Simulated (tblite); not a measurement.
## Run report: CH4AsGeN2, geometry relaxation (part 2 of 2)

Continued. System: CH4AsGeN2, multiplicity 2. Method: GFN2-xTB geometry optimisation, gas phase (tblite 0.8.0). It belongs to a series of runs on one base structure; here: H removed from As.

Geometry of the input (Å):
```
N  1.5801  2.3026  -0.5294
C  0.9469  1.4459  -0.0820
Ge -0.0532  0.0230  0.6775
N  -1.5353  -0.3186  -0.4226
As 1.3038  -1.9394  0.8321
H  -0.5548  0.4292  2.0864
H  -2.0623  0.5733  -0.5088
H  -1.1538  -0.5483  -1.3579
H  1.5421  -1.9617  -0.7204
```

**Trajectory as extended XYZ, continued**
```
9
Properties=species:S:1:pos:R:3:forces:R:3 step=31 energy=-387.39129
N     1.6235    2.3836   -0.4350    0.0130   0.0300  -0.0130
C     1.0092    1.5149   -0.0106   -0.0130  -0.0540   0.0150
Ge    0.0041   -0.0288    0.6486    0.0410   0.0290   0.0060
N    -1.4670   -0.2758   -0.4043   -0.0280   0.0200  -0.0150
As    1.3189   -1.9966    0.7900    0.0120   0.0040  -0.0180
H    -0.5842    0.5356    1.9304   -0.0130  -0.0090   0.0240
H    -2.0735    0.5237   -0.5189   -0.0150   0.0100  -0.0080
H    -1.3276   -0.6935   -1.3135    0.0100  -0.0270  -0.0020
H     1.5101   -1.9571   -0.7118   -0.0070  -0.0030   0.0130
9
Properties=species:S:1:pos:R:3:forces:R:3 step=32 energy=-387.39150
N     1.6257    2.3866   -0.4311    0.0150   0.0290  -0.0170
C     1.0113    1.5157   -0.0116   -0.0230  -0.0590   0.0270
Ge    0.0045   -0.0278    0.6484    0.0240   0.0310  -0.0090
N    -1.4682   -0.2749   -0.4048   -0.0160   0.0190  -0.0080
As    1.3196   -1.9964    0.7891    0.0070   0.0080  -0.0150
H    -0.5824    0.5365    1.9325   -0.0080  -0.0120   0.0070
H    -2.0761    0.5232   -0.5234   -0.0030   0.0070  -0.0020
H    -1.3305   -0.6986   -1.3117    0.0130  -0.0210   0.0070
H     1.5096   -1.9584   -0.7126   -0.0070  -0.0010   0.0100
9
Properties=species:S:1:pos:R:3:forces:R:3 step=34 energy=-387.39167
N     1.6259    2.3871   -0.4301    0.0000   0.0010  -0.0050
C     1.0127    1.5149   -0.0107   -0.0040  -0.0100   0.0090
Ge    0.0046   -0.0259    0.6483   -0.0090   0.0030  -0.0090
N    -1.4694   -0.2730   -0.4061    0.0100   0.0100   0.0060
As    1.3205   -1.9949    0.7882    0.0010   0.0110  -0.0020
H    -0.5802    0.5357    1.9360   -0.0040  -0.0130  -0.0120
H    -2.0789    0.5235   -0.5273    0.0050   0.0060  -0.0040
H    -1.3308   -0.7018   -1.3108    0.0080  -0.0080   0.0190
H     1.5092   -1.9595   -0.7127   -0.0070   0.0010  -0.0030
9
Properties=species:S:1:pos:R:3:forces:R:3 step=35 energy=-387.39171
N     1.6253    2.3866   -0.4308   -0.0090  -0.0140   0.0030
C     1.0129    1.5142   -0.0100    0.0090   0.0140  -0.0040
Ge    0.0045   -0.0254    0.6483   -0.0110  -0.0070  -0.0020
N    -1.4693   -0.2722   -0.4063    0.0120   0.0060   0.0070
As    1.3208   -1.9944    0.7881    0.0000   0.0110   0.0020
H    -0.5801    0.5349    1.9365   -0.0040  -0.0120  -0.0120
H    -2.0793    0.5238   -0.5278    0.0060   0.0070  -0.0060
H    -1.3302   -0.7021   -1.3105    0.0050  -0.0050   0.0190
H     1.5089   -1.9595   -0.7126   -0.0060   0.0010  -0.0070
9
Properties=species:S:1:pos:R:3:forces:R:3 step=36 energy=-387.39176
N     1.6246    2.3861   -0.4315   -0.0140  -0.0240   0.0090
C     1.0133    1.5136   -0.0091    0.0170   0.0320  -0.0130
Ge    0.0043   -0.0251    0.6481   -0.0070  -0.0150   0.0070
N    -1.4688   -0.2709   -0.4064    0.0080   0.0010   0.0070
As    1.3213   -1.9937    0.7879   -0.0020   0.0110   0.0050
H    -0.5803    0.5339    1.9366   -0.0050  -0.0100  -0.0100
H    -2.0796    0.5243   -0.5286    0.0070   0.0070  -0.0080
H    -1.3296   -0.7028   -1.3095    0.0020  -0.0040   0.0140
H     1.5084   -1.9594   -0.7127   -0.0060   0.0010  -0.0110
9
Properties=species:S:1:pos:R:3:forces:R:3 step=37 energy=-387.39182
N     1.6248    2.3865   -0.4309   -0.0180  -0.0310   0.0120
C     1.0141    1.5135   -0.0086    0.0210   0.0440  -0.0180
Ge    0.0042   -0.0247    0.6477    0.0020  -0.0170   0.0140
N    -1.4683   -0.2695   -0.4062    0.0000  -0.0050   0.0030
As    1.3218   -1.9927    0.7874   -0.0020   0.0090   0.0060
H    -0.5807    0.5330    1.9359   -0.0050  -0.0050  -0.0040
H    -2.0798    0.5248   -0.5301    0.0090   0.0080  -0.0090
H    -1.3299   -0.7053   -1.3073   -0.0010  -0.0030   0.0070
H     1.5075   -1.9596   -0.7132   -0.0060   0.0010  -0.0120
9
Properties=species:S:1:pos:R:3:forces:R:3 step=38 energy=-387.39188
N     1.6254    2.3874   -0.4295   -0.0070  -0.0180   0.0040
C     1.0149    1.5138   -0.0086    0.0080   0.0290  -0.0080
Ge    0.0043   -0.0245    0.6472    0.0090  -0.0110   0.0140
N    -1.4679   -0.2682   -0.4057   -0.0080  -0.0080   0.0030
As    1.3222   -1.9917    0.7870    0.0000   0.0050   0.0040
H    -0.5812    0.5322    1.9349   -0.0060   0.0000   0.0040
H    -2.0798    0.5254   -0.5320    0.0120   0.0070  -0.0080
H    -1.3306   -0.7084   -1.3045   -0.0030  -0.0060  -0.0030
H     1.5063   -1.9598   -0.7141   -0.0060   0.0010  -0.0100
9
Properties=species:S:1:pos:R:3:forces:R:3 step=39 energy=-387.39191
N     1.6269    2.3890   -0.4269   -0.0020  -0.0100  -0.0020
C     1.0155    1.5146   -0.0091    0.0000   0.0160   0.0020
Ge    0.0047   -0.0243    0.6466    0.0090  -0.0020   0.0090
N    -1.4681   -0.2679   -0.4049   -0.0090  -0.0110  -0.0030
As    1.3222   -1.9909    0.7865    0.0040   0.0010   0.0000
H    -0.5815    0.5322    1.9336   -0.0040   0.0020   0.0100
H    -2.0794    0.5257   -0.5339    0.0150   0.0060  -0.0070
H    -1.3321   -0.7122   -1.3020   -0.0050  -0.0040  -0.0030
H     1.5053   -1.9603   -0.7151   -0.0060   0.0010  -0.0050
9
Properties=species:S:1:pos:R:3:forces:R:3 step=41 energy=-387.39198
N     1.6291    2.3906   -0.4239    0.0150   0.0180  -0.0170
C     1.0156    1.5164   -0.0096   -0.0210  -0.0200   0.0220
Ge    0.0054   -0.0238    0.6463   -0.0060   0.0120  -0.0040
N    -1.4691   -0.2684   -0.4039   -0.0010  -0.0080  -0.0020
As    1.3223   -1.9896    0.7858    0.0110  -0.0070  -0.0080
H    -0.5817    0.5321    1.9329   -0.0020   0.0040   0.0120
H    -2.0778    0.5266   -0.5371    0.0170   0.0030  -0.0050
H    -1.3340   -0.7170   -1.2990   -0.0050  -0.0030  -0.0020
H     1.5036   -1.9608   -0.7168   -0.0080   0.0020   0.0040
9
Properties=species:S:1:pos:R:3:forces:R:3 step=42 energy=-387.39205
N     1.6303    2.3908   -0.4230    0.0230   0.0320  -0.0230
C     1.0151    1.5177   -0.0093   -0.0310  -0.0380   0.0300
Ge    0.0057   -0.0234    0.6466   -0.0190   0.0160  -0.0100
N    -1.4700   -0.2689   -0.4032    0.0080  -0.0030   0.0020
As    1.3230   -1.9882    0.7852    0.0150  -0.0120  -0.0120
H    -0.5820    0.5313    1.9337    0.0000   0.0050   0.0100
H    -2.0756    0.5280   -0.5401    0.0170   0.0010  -0.0030
H    -1.3347   -0.7202   -1.2969   -0.0050  -0.0040  -0.0030
H     1.5018   -1.9610   -0.7182   -0.0090   0.0020   0.0090
9
Properties=species:S:1:pos:R:3:forces:R:3 step=43 energy=-387.39218
N     1.6318    2.3906   -0.4227    0.0220   0.0360  -0.0230
C     1.0142    1.5200   -0.0075   -0.0330  -0.0460   0.0290
Ge    0.0059   -0.0225    0.6474   -0.0330   0.0180  -0.0120
N    -1.4712   -0.2693   -0.4020    0.0210   0.0010  -0.0050
As    1.3251   -1.9858    0.7838    0.0170  -0.0150  -0.0150
H    -0.5831    0.5296    1.9355    0.0040   0.0060   0.0060
H    -2.0711    0.5308   -0.5459    0.0160  -0.0030  -0.0010
H    -1.3360   -0.7264   -1.2932   -0.0060   0.0010   0.0070
H     1.4979   -1.9611   -0.7207   -0.0090   0.0030   0.0130
9
Properties=species:S:1:pos:R:3:forces:R:3 step=44 energy=-387.39233
N     1.6323    2.3889   -0.4249    0.0100   0.0230  -0.0100
C     1.0128    1.5221   -0.0041   -0.0240  -0.0350   0.0150
Ge    0.0052   -0.0215    0.6493   -0.0360   0.0120  -0.0080
N    -1.4718   -0.2691   -0.4010    0.0270   0.0090  -0.0050
As    1.3287   -1.9826    0.7821    0.0150  -0.0130  -0.0140
H    -0.5852    0.5264    1.9390    0.0070   0.0070   0.0010
H    -2.0647    0.5349   -0.5532    0.0130  -0.0060   0.0020
H    -1.3363   -0.7324   -1.2889   -0.0040   0.0000   0.0060
H     1.4925   -1.9607   -0.7234   -0.0090   0.0030   0.0130
9
Properties=species:S:1:pos:R:3:forces:R:3 step=45 energy=-387.39244
N     1.6315    2.3870   -0.4281   -0.0040   0.0040   0.0050
C     1.0122    1.5231   -0.0006   -0.0120  -0.0170  -0.0040
Ge    0.0042   -0.0210    0.6511   -0.0210   0.0030   0.0020
N    -1.4711   -0.2677   -0.4007    0.0250   0.0040  -0.0120
As    1.3321   -1.9807    0.7808    0.0080  -0.0060  -0.0080
H    -0.5872    0.5238    1.9417    0.0080   0.0080  -0.0010
H    -2.0601    0.5379   -0.5584    0.0070  -0.0010   0.0030
H    -1.3364   -0.7363   -1.2861   -0.0030   0.0010   0.0090
H     1.4882   -1.9601   -0.7250   -0.0080   0.0030   0.0060
9
Properties=species:S:1:pos:R:3:forces:R:3 step=46 energy=-387.39248
N     1.6309    2.3863   -0.4293   -0.0170  -0.0140   0.0160
C     1.0120    1.5230    0.0006    0.0000   0.0020  -0.0150
Ge    0.0035   -0.0209    0.6518   -0.0040  -0.0030   0.0070
N    -1.4702   -0.2668   -0.4009    0.0150   0.0060  -0.0060
As    1.3335   -1.9802    0.7803    0.0020   0.0000  -0.0020
H    -0.5879    0.5230    1.9426    0.0060   0.0100   0.0000
H    -2.0586    0.5388   -0.5599    0.0040   0.0020   0.0030
H    -1.3364   -0.7374   -1.2850    0.0000  -0.0050  -0.0020
H     1.4867   -1.9597   -0.7253   -0.0070   0.0020   0.0000
9
Properties=species:S:1:pos:R:3:forces:R:3 step=48 energy=-387.39255
N     1.6308    2.3869   -0.4275   -0.0160  -0.0140   0.0140
C     1.0120    1.5228    0.0010    0.0010   0.0040  -0.0130
Ge    0.0031   -0.0207    0.6522    0.0190  -0.0090   0.0070
N    -1.4683   -0.2655   -0.4015   -0.0060   0.0050  -0.0030
As    1.3349   -1.9801    0.7792   -0.0050   0.0070   0.0070
H    -0.5879    0.5240    1.9423    0.0030   0.0100   0.0050
H    -2.0572    0.5394   -0.5619    0.0050   0.0030   0.0010
H    -1.3383   -0.7412   -1.2830    0.0050  -0.0080  -0.0100
H     1.4845   -1.9596   -0.7260   -0.0060   0.0020  -0.0090
9
Properties=species:S:1:pos:R:3:forces:R:3 step=49 energy=-387.39260
N     1.6309    2.3874   -0.4252   -0.0080  -0.0010   0.0060
C     1.0112    1.5230    0.0011   -0.0030  -0.0060  -0.0040
Ge    0.0031   -0.0206    0.6528    0.0230  -0.0120   0.0030
N    -1.4671   -0.2648   -0.4018   -0.0130   0.0000  -0.0020
As    1.3362   -1.9794    0.7782   -0.0060   0.0080   0.0100
H    -0.5877    0.5251    1.9425    0.0020   0.0090   0.0060
H    -2.0548    0.5404   -0.5645    0.0040   0.0030  -0.0010
H    -1.3400   -0.7457   -1.2809    0.0070  -0.0040  -0.0070
H     1.4817   -1.9594   -0.7272   -0.0050   0.0020  -0.0110
9
Properties=species:S:1:pos:R:3:forces:R:3 step=50 energy=-387.39265
N     1.6307    2.3872   -0.4233   -0.0040   0.0080  -0.0010
C     1.0095    1.5230    0.0009   -0.0010  -0.0110   0.0040
Ge    0.0032   -0.0206    0.6538    0.0150  -0.0110  -0.0020
N    -1.4662   -0.2645   -0.4021   -0.0140   0.0010   0.0070
As    1.3375   -1.9782    0.7773   -0.0040   0.0050   0.0100
H    -0.5876    0.5259    1.9434    0.0020   0.0070   0.0030
H    -2.0513    0.5420   -0.5675    0.0020   0.0010  -0.0040
H    -1.3409   -0.7497   -1.2789    0.0090  -0.0020  -0.0080
H     1.4785   -1.9591   -0.7288   -0.0050   0.0020  -0.0090
9
Properties=species:S:1:pos:R:3:forces:R:3 step=51 energy=-387.39267
N     1.6303    2.3867   -0.4228   -0.0010   0.0140  -0.0040
C     1.0084    1.5228    0.0010    0.0010  -0.0130   0.0070
Ge    0.0034   -0.0208    0.6545    0.0030  -0.0080  -0.0030
N    -1.4661   -0.2645   -0.4021   -0.0090  -0.0030   0.0060
As    1.3384   -1.9771    0.7770    0.0000   0.0000   0.0050
H    -0.5875    0.5261    1.9445    0.0040   0.0050  -0.0020
H    -2.0489    0.5432   -0.5694    0.0010   0.0010  -0.0050
H    -1.3408   -0.7517   -1.2781    0.0080   0.0030  -0.0010
H     1.4765   -1.9589   -0.7298   -0.0060   0.0020  -0.0040
9
Properties=species:S:1:pos:R:3:forces:R:3 step=52 energy=-387.39269
N     1.6295    2.3861   -0.4234   -0.0030   0.0110  -0.0030
C     1.0077    1.5224    0.0010    0.0040  -0.0090   0.0060
Ge    0.0034   -0.0212    0.6551   -0.0050  -0.0040  -0.0020
N    -1.4663   -0.2647   -0.4021   -0.0040  -0.0040   0.0070
As    1.3386   -1.9766    0.7771    0.0030  -0.0040   0.0010
H    -0.5874    0.5260    1.9453    0.0050   0.0030  -0.0050
H    -2.0479    0.5438   -0.5698    0.0000   0.0010  -0.0060
H    -1.3398   -0.7512   -1.2783    0.0060   0.0040   0.0010
H     1.4757   -1.9586   -0.7301   -0.0060   0.0020   0.0010
9
Properties=species:S:1:pos:R:3:forces:R:3 step=53 energy=-387.39271
N     1.6285    2.3856   -0.4242   -0.0070   0.0060   0.0010
C     1.0075    1.5217    0.0012    0.0080  -0.0020   0.0020
Ge    0.0033   -0.0217    0.6556   -0.0100   0.0000   0.0000
N    -1.4664   -0.2647   -0.4020    0.0000  -0.0060   0.0030
As    1.3389   -1.9764    0.7774    0.0050  -0.0070  -0.0040
H    -0.5873    0.5260    1.9460    0.0050   0.0020  -0.0070
H    -2.0471    0.5444   -0.5702    0.0000   0.0000  -0.0060
H    -1.3387   -0.7506   -1.2787    0.0040   0.0060   0.0060
H     1.4750   -1.9583   -0.7303   -0.0060   0.0010   0.0060
9
Properties=species:S:1:pos:R:3:forces:R:3 step=55 energy=-387.39276
N     1.6249    2.3855   -0.4252   -0.0140  -0.0110   0.0090
C     1.0078    1.5194    0.0018    0.0140   0.0160  -0.0080
Ge    0.0029   -0.0233    0.6568   -0.0070   0.0080   0.0030
N    -1.4666   -0.2649   -0.4018    0.0010  -0.0050  -0.0050
As    1.3403   -1.9764    0.7778    0.0040  -0.0090  -0.0100
H    -0.5865    0.5270    1.9466    0.0030  -0.0010  -0.0060
H    -2.0452    0.5456   -0.5716    0.0030  -0.0040  -0.0030
H    -1.3361   -0.7495   -1.2789    0.0010   0.0070   0.0100
H     1.4721   -1.9573   -0.7307   -0.0050  -0.0020   0.0110
9
Properties=species:S:1:pos:R:3:forces:R:3 step=56 energy=-387.39278
N     1.6236    2.3864   -0.4241   -0.0120  -0.0110   0.0080
C     1.0083    1.5187    0.0021    0.0100   0.0160  -0.0070
Ge    0.0028   -0.0239    0.6571    0.0000   0.0080   0.0010
N    -1.4667   -0.2650   -0.4016   -0.0010  -0.0020  -0.0040
As    1.3412   -1.9766    0.7774    0.0010  -0.0060  -0.0080
H    -0.5858    0.5281    1.9461    0.0010  -0.0010  -0.0020
H    -2.0440    0.5461   -0.5733    0.0030  -0.0050  -0.0010
H    -1.3359   -0.7508   -1.2779    0.0010   0.0040   0.0060
H     1.4700   -1.9570   -0.7311   -0.0030  -0.0030   0.0070
9
Properties=species:S:1:pos:R:3:forces:R:3 step=57 energy=-387.39279
N     1.6236    2.3875   -0.4223   -0.0070  -0.0050   0.0040
C     1.0087    1.5188    0.0022    0.0040   0.0100  -0.0040
Ge    0.0029   -0.0237    0.6570    0.0050   0.0040  -0.0010
N    -1.4668   -0.2651   -0.4013   -0.0010   0.0010  -0.0020
As    1.3418   -1.9767    0.7768   -0.0020  -0.0020  -0.0030
H    -0.5853    0.5290    1.9455   -0.0010  -0.0010   0.0020
H    -2.0429    0.5463   -0.5751    0.0030  -0.0050   0.0000
H    -1.3367   -0.7531   -1.2764    0.0020   0.0020   0.0020
H     1.4682   -1.9571   -0.7315   -0.0020  -0.0040   0.0030
9
Properties=species:S:1:pos:R:3:forces:R:3 step=58 energy=-387.39280
N     1.6240    2.3882   -0.4212   -0.0020   0.0010   0.0000
C     1.0087    1.5192    0.0022   -0.0010   0.0030   0.0000
Ge    0.0030   -0.0234    0.6567    0.0050   0.0010  -0.0020
N    -1.4669   -0.2653   -0.4011    0.0010   0.0010   0.0000
As    1.3420   -1.9766    0.7763   -0.0030  -0.0010   0.0000
H    -0.5851    0.5293    1.9452   -0.0010   0.0000   0.0030
H    -2.0423    0.5464   -0.5761    0.0020  -0.0020   0.0000
H    -1.3373   -0.7545   -1.2755    0.0020   0.0000  -0.0010
H     1.4675   -1.9573   -0.7318   -0.0020  -0.0040  -0.0010
```

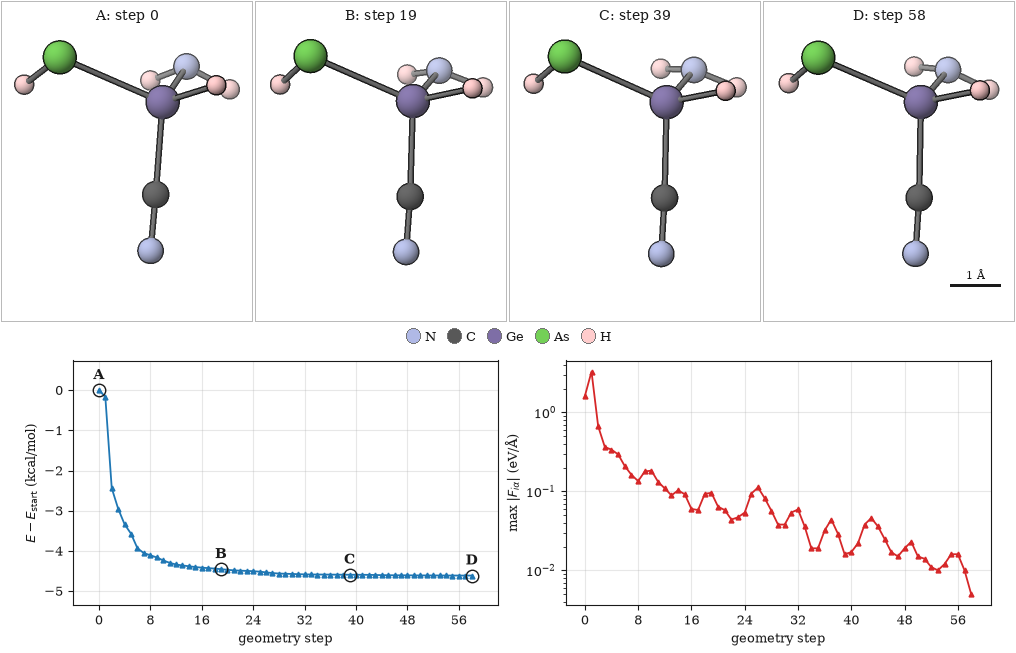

Fig. 1: Frames of the relaxation (ball-and-stick view, seen at a tilt) above the curves, on which the letters mark them (steps are counted from 0).

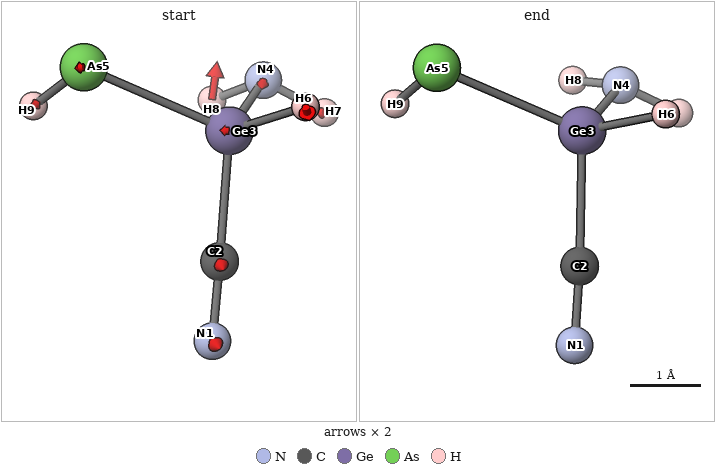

Fig. 2: Before (left) and after (right) the relaxation, at one scale (ball-and-stick view, seen at a tilt). The red arrows give the displacements, magnified 2 times. Over 58 geometry steps the energy falls by 4.61 kcal/mol. The largest force component goes from 1.6 to 0.005 eV/Å. The atom that moves furthest after the best rigid fit is H8 (0.29 Å). Largest moves by element: H 0.29 Å, N 0.15 Å, C 0.13 Å, As 0.08 Å, Ge 0.08 Å. Distances before and after: As5–H9 1.571 → 1.513 Å, C2–Ge3 1.898 → 1.954 Å, Ge3–N4 1.877 → 1.827 Å, Ge3–H6 1.550 → 1.520 Å. Among the angles that change: Ge3–N4–H8 106.2° → 117.5°, Ge3–N4–H7 107.0° → 116.9°, As5–Ge3–H6 109.9° → 118.4°. (Atoms are counted from 1 in the order of the input.)
